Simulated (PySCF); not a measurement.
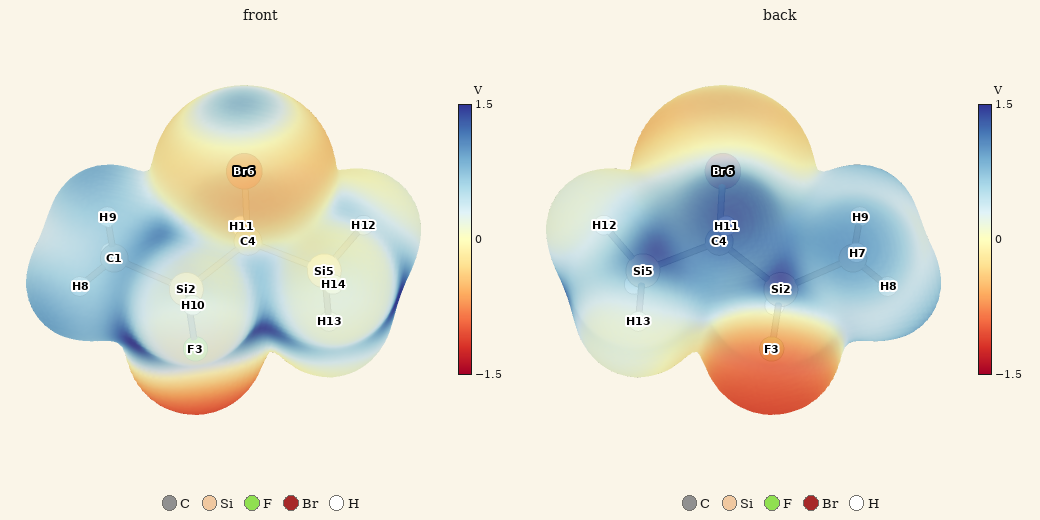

Figure. C₂H₈BrFSi₂. The electrostatic potential painted on the density surface at 0.002 e/bohr³, seen from the front and from behind; red is negative and blue positive.

Geometry: GFN2-xTB.

All numbers below come from CAM-B3LYP/def2-SVPD, SCF density, gas phase in PySCF 2.14.0.

```xyz
14

C    -2.4135   -0.3807    0.1347
Si   -0.6356   -0.7000    0.6854
F    -0.1264   -2.0812    0.0069
C     0.5515    0.6292    0.0254
Si    2.4240    0.3455    0.2760
Br    0.1084    2.3081    0.9724
H    -2.4952   -0.3752   -0.9501
H    -3.0755   -1.1563    0.5087
H    -2.7810    0.5737    0.4999
H    -0.4533   -0.8941    2.1151
H     0.3428    0.8522   -1.0207
H     3.1098    1.5257   -0.2497
H     2.7904   -0.8612   -0.4594
H     2.6530    0.2138    1.7133
```

Question: Where is the surface potential most negative and most positive?

Answer: The most negative region (about −1.0 V) lies over F3, the most positive (about +1.4 V) over Si2 and Si5. Br6 shows a σ-hole: about +0.7 V at the tip opposite its bond, against about −0.3 V on its flanks.

Question: What dipole moment does the calculation give?

Answer: Its dipole moment is 0.85 D.
